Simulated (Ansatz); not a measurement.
BiMo (space group P6_3/mmc, No. 194): the end point of a relaxation at fixed volume with DFT PBEsol, scalar-relativistic, plane waves, PAW (Ansatz); the starting structure was generated, so it need not be a known form of this composition.

Space group P6_3/mmc (No. 194). a = 4.444 Å, b = 4.444 Å, c = 5.077 Å, α = 90.00°, β = 90.00°, γ = 120.00°
```tsv
atom	site	symmetry	x	y	z
Mo	2a	-3m.	0.0000	0.0000	0.0000
Bi	2c	-6m2	0.3333	0.6667	0.2500
```

Describe the stacking along c, naming the columns A, B, C as they first turn up.

Mo(A) – Bi(B) – Mo(A) – Bi(C) (four layers in 5.08 Å).

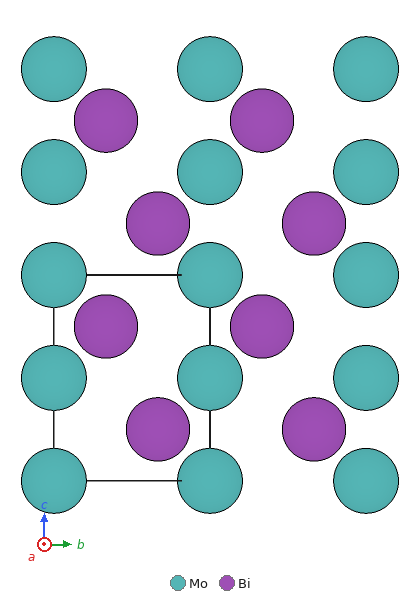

The picture looks along a close-packed row of the hexagonal mesh; c points upwards. Every atom sits on one of the three columns of the mesh; call them A, B, C in the order in which they first turn up. The sequence starts with the first layer at or above the cell's origin.
